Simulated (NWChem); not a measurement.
# C2H8Si (dimethylsilane) at 6 levels

Wanted: a comparison of 6 runs (BLYP/def2-SVP, PBE/def2-SVP, SVWN5/def2-SVP, revPBE/def2-SVP, MP2/def2-SVP, CCSD(T)/def2-SVP) of C2H8Si (dimethylsilane). 

The calculation is run with NWChem 7.3.0.

1 further run of the same task is left out (set aside as unsound or not needed).

### 1 The system as given

C2H8Si has 11 atoms, charge 0, and is taken as a singlet. SMILES: `C[SiH2]C`. The C1–H6 distance was set to 1.967 Å, away from the relaxed value. At this shape a bond of the SMILES string is far longer than usual.

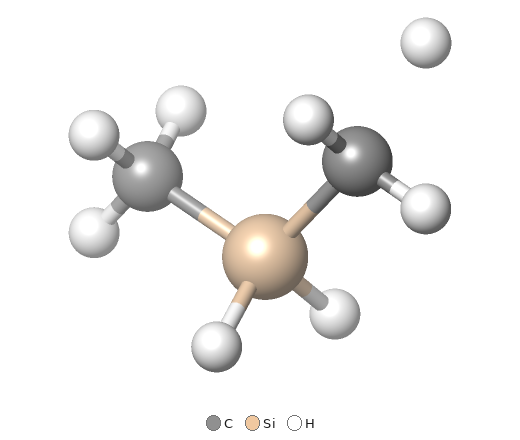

Viewed from a chosen angle; carbon grey, silicon light orange, hydrogen white.

### 2 A single-point energy at BLYP/def2-SVP (run 1)

Input file c2h8si.nw:

```
start c2h8si
title "C2H8Si"
memory stack 880 mb heap 220 mb global 1100 mb

geometry units angstrom noautosym nocenter noautoz
  C     -0.926435     0.425019    -1.335867
  Si    -0.185435    -1.195381    -0.762267
  C      1.470365    -0.934481     0.071033
  H     -1.892035     0.264719    -1.820767
  H     -0.267935     0.922419    -2.052467
  H     -1.204900     1.644900     0.182100
  H     -0.016135    -2.106381    -1.930767
  H     -1.121335    -1.861481     0.188633
  H      2.181965    -0.466981    -0.614267
  H      1.896365    -1.884181     0.402733
  H      1.368565    -0.286981     0.945633
end

basis "ao basis" spherical bse
  C library def2-SVP
  Si library def2-SVP
  H library def2-SVP
end

dft
  xc becke88 lyp
  grid xfine
  convergence energy 1e-08
  maxiter 100
  mulliken
  print low
end

task dft energy
```

The run is started by

```console
$ nwchem c2h8si.nw > c2h8si.out
```

What it wrote:

```text
[...]
 d= 0,ls=0.0,diis     1   -370.1564224004 -4.82D+02  8.59D-03  2.58D-01     5.8
[...]
 d= 0,ls=0.0,diis    11   -370.1910861139 -1.92D-09  3.84D-07  1.13D-09    54.7
         Total DFT energy =     -370.191086113900
      One electron energy =     -730.132867419245
           Coulomb energy =      282.593156368028
    Exchange-Corr. energy =      -34.509227471761
 Nuclear repulsion energy =      111.857852409078
[...]
      Total Density - Mulliken Population Analysis
     ---------------------------------------------
    Atom       Charge   Shell Charges
 -----------   ------   -------------------------------------------------------
    1 C    6     6.18   1.99  0.95  0.30  1.97  0.96  0.01
    2 Si  14    13.62   2.00  1.98  1.06  0.20  5.92  1.32  0.92  0.22
    3 C    6     6.15   1.98  0.91  0.17  2.16  0.91  0.02
    4 H    1     0.95   0.73  0.19  0.02
    5 H    1     0.95   0.73  0.19  0.02
    6 H    1     1.04   0.53  0.50  0.00
    7 H    1     1.10   0.75  0.34  0.01
    8 H    1     1.10   0.75  0.34  0.01
    9 H    1     0.98   0.74  0.21  0.02
   10 H    1     0.97   0.74  0.21  0.02
[...]
```

Run time: 56 s. Hardware: 1 thread of Intel Xeon Platinum 8375C at 2.90GHz (Ice Lake), shared host; peak memory 0.15 GiB.

### 3 A single-point energy at PBE/def2-SVP (run 2)

Input file sp.nw:

```
START sp
TITLE "C2H8Si"
memory total 2200 mb

GEOMETRY units angstrom noautosym nocenter noautoz
 C     -0.926435     0.425019    -1.335867
 Si    -0.185435    -1.195381    -0.762267
 C      1.470365    -0.934481     0.071033
 H     -1.892035     0.264719    -1.820767
 H     -0.267935     0.922419    -2.052467
 H     -1.204900     1.644900     0.182100
 H     -0.016135    -2.106381    -1.930767
 H     -1.121335    -1.861481     0.188633
 H      2.181965    -0.466981    -0.614267
 H      1.896365    -1.884181     0.402733
 H      1.368565    -0.286981     0.945633
END

BASIS spherical bse
 C library def2-SVP
 Si library def2-SVP
 H library def2-SVP
END

DFT
 xc xpbe96 cpbe96
 grid xfine
 convergence energy 1e-08
 maxiter 100
 mulliken
 print low
END

TASK dft energy
```

The run is started by

```console
$ nwchem sp.nw > sp.out
```

What it wrote:

```text
[...]
 d= 0,ls=0.0,diis     1   -369.9528332145 -4.82D+02  7.50D-03  2.37D-01     5.5
[...]
 d= 0,ls=0.0,diis    11   -369.9817203948 -1.26D-09  2.54D-07  5.17D-10    55.9
         Total DFT energy =     -369.981720394805
      One electron energy =     -730.247787328961
           Coulomb energy =      282.690885544944
    Exchange-Corr. energy =      -34.282671019867
 Nuclear repulsion energy =      111.857852409078
[...]
      Total Density - Mulliken Population Analysis
     ---------------------------------------------
    Atom       Charge   Shell Charges
 -----------   ------   -------------------------------------------------------
    1 C    6     6.27   1.99  0.93  0.35  1.96  1.03  0.01
    2 Si  14    13.66   2.00  1.98  1.05  0.21  5.92  1.33  0.95  0.22
    3 C    6     6.26   1.98  0.90  0.23  2.14  0.99  0.01
    4 H    1     0.92   0.72  0.17  0.02
    5 H    1     0.92   0.73  0.17  0.02
    6 H    1     1.01   0.51  0.49  0.00
    7 H    1     1.06   0.73  0.32  0.01
    8 H    1     1.07   0.74  0.32  0.01
    9 H    1     0.94   0.73  0.19  0.03
   10 H    1     0.94   0.73  0.19  0.03
[...]
```

Run time: 57 s. Hardware: 1 thread of Intel Xeon Platinum 8375C at 2.90GHz (Ice Lake), shared host; peak memory 0.15 GiB.

Runs 3 to 4 aren't shown in full; the table further down has their settings and results.

### 4 The energy at MP2/def2-SVP (run 5)

Input file sp.nw:

```
start sp
title "C2H8Si mp2"
memory stack 880 mb heap 220 mb global 1100 mb
geometry units angstrom noautosym nocenter noautoz
C     -0.926435     0.425019    -1.335867
Si    -0.185435    -1.195381    -0.762267
C      1.470365    -0.934481     0.071033
H     -1.892035     0.264719    -1.820767
H     -0.267935     0.922419    -2.052467
H     -1.204900     1.644900     0.182100
H     -0.016135    -2.106381    -1.930767
H     -1.121335    -1.861481     0.188633
H      2.181965    -0.466981    -0.614267
H      1.896365    -1.884181     0.402733
H      1.368565    -0.286981     0.945633
end
basis spherical bse
* library def2-SVP
end
scf
thresh 1e-08
maxiter 80
end
mp2
freeze core 7
tight
end
task mp2 energy
```

The run is started by

```console
$ nwchem sp.nw > sp.out
```

What it wrote:

```text
[...]
  functions       =    86
[...]
  wavefunction    = RHF
[...]
         Total SCF energy =   -369.050971431276
      One-electron energy =   -729.628773571140
      Two-electron energy =    248.719949730785
 Nuclear repulsion energy =    111.857852409078
        Time for solution =      8.1s
[...]
          Total MP2 energy          -369.459964600309
[...]
```

It took 11 s on 1 thread of Intel Xeon Platinum 8375C at 2.90GHz (Ice Lake), shared host; peak memory 0.19 GiB.

### 5 A single-point energy at CCSD(T)/def2-SVP (run 6)

Input file m1.nw:

```
start m1
title "C2H8Si energy"
memory 2200 mb

geometry units angstroms noautosym nocenter noautoz
  C     -0.926435     0.425019    -1.335867
  Si    -0.185435    -1.195381    -0.762267
  C      1.470365    -0.934481     0.071033
  H     -1.892035     0.264719    -1.820767
  H     -0.267935     0.922419    -2.052467
  H     -1.204900     1.644900     0.182100
  H     -0.016135    -2.106381    -1.930767
  H     -1.121335    -1.861481     0.188633
  H      2.181965    -0.466981    -0.614267
  H      1.896365    -1.884181     0.402733
  H      1.368565    -0.286981     0.945633
end

basis spherical bse
  * library def2-SVP
end

scf
  thresh 1e-08
  maxiter 80
end

ccsd
  freeze core 7
  maxiter 60
end

task ccsd(t) energy
```

The run is started by

```console
$ nwchem m1.nw > m1.out
```

What it wrote:

```text
[...]
  functions       =    86
[...]
  wavefunction    = RHF
[...]
         Total SCF energy =   -369.050971431276
      One-electron energy =   -729.628773571140
      Two-electron energy =    248.719949730785
 Nuclear repulsion energy =    111.857852409078
        Time for solution =      8.0s
[...]
 Total MP2 energy:           -369.459964600308581
[...]
             energy      energy      error      ampl     ampl      Block
                                                time     time      time
[...]
 Total CCSD energy:           -369.523146667970877
[...]
 Total CCSD+T(CCSD) energy:           -369.539552367357715
[...]
 Total CCSD(T) energy:                -369.538589775954676
[...]
```

Run time: 1.8 min. Hardware: 1 thread of Intel Xeon Platinum 8375C at 2.90GHz (Ice Lake), shared host; peak memory 0.22 GiB.

### 6 Overview of the runs

| run | level | integration grid | iteration cap | energy (Eh) | wall time |
| --- | --- | --- | --- | --- | --- |
| 1 | BLYP/def2-SVP | xfine | 100 | -370.191086 | 56 s |
| 2 | PBE/def2-SVP | xfine | 100 | -369.981720 | 57 s |
| 3 | SVWN5/def2-SVP | xfine | 100 | -368.300185 | 23 s |
| 4 | revPBE/def2-SVP | xfine | 100 | -370.174667 | 53 s |
| 5 | MP2/def2-SVP | – | 80 | -369.459965 | 11 s |
| 6 | CCSD(T)/def2-SVP | – | 80 | -369.538590 | 1.8 min |

### 7 Summary of results

| quantity | value |
| --- | --- |
| run 6: total energy | -369.53859 Eh |
| run 6: HOMO energy (Hartree–Fock orbitals) | -10.28 eV |
| run 6: LUMO energy (Hartree–Fock orbitals) | 1.76 eV |
| run 6: HOMO–LUMO gap (Hartree–Fock orbitals) | 12.04 eV |
| run 6: correlation energy (7 core orbitals frozen) | -487.6 mEh |
| run 6: (T) correction | -15.44 mEh |

Totals of different functionals can't be ranked against each other. In runs 1, 2, 3, 4, 5, 6 a closed-shell determinant meets a far-stretched bond, which it describes badly. All runs together took 5.1 min, the longest 1.8 min.
